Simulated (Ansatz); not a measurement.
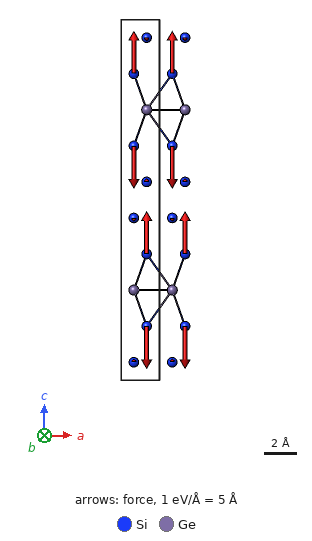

Starting geometry of a crystal of Si4Ge (a generated structure, set up in P6_3/mmc) (coarse preliminary run) with the computed forces as red arrows. A ball-and-stick model of the cell of the calculation, repeated 2 × 1 × 1 with one cell outlined, seen along the b axis.

All numbers below come from Ansatz 0.2.0, DFT PBE, scalar-relativistic, plane waves, PAW. Settings: plane-wave cutoff 420 eV; k-point mesh 6 × 6 × 1; occupations gaussian; smearing width 0.1 eV; no spin polarisation; cell and atoms relaxed; force threshold 0.04 eV/Å; at most 70 steps.

**Is this structure relaxed? If not, where do the atoms go?**

It isn't relaxed: the largest force vector, on Si atoms, is 0.55 eV/Å. The atoms end up moving mostly along the starting forces (cosine between the two patterns 0.95). The largest moves relative to the cell, 0.16 Å, are those of Si atoms. Ge stays in place. The drawn cell changes as follows: a = b 2.833 → 2.863 Å (+1.1 %), c 23.041 → 21.918 Å (−4.9 %); the volume changes by −2.8 %. Among the contacts that change: Ge–Si 2.826 → 2.875 Å, Ge–Ge 2.833 → 2.863 Å. The space group stays P6_3/mmc (No. 194). After 4 accepted moves (5 points after the start) the energy has fallen by 0.709 eV per cell of the calculation. Largest force component: 0.55 eV/Å at the start, 0.037 eV/Å at the end. The pressure goes from −2.12 to 0.08 GPa. The SCF was repeated once at an unchanged geometry on a basis and grid sized afresh for the cell, which shifted the energy by 0.4 meV per cell of the calculation at most. The run took 23 s on 1 thread of Arm Neoverse V1, with other jobs on the host, peak memory 0.4 GiB.

Limits of the set-up: the k-point mesh is coarse for a cell with partly filled bands.
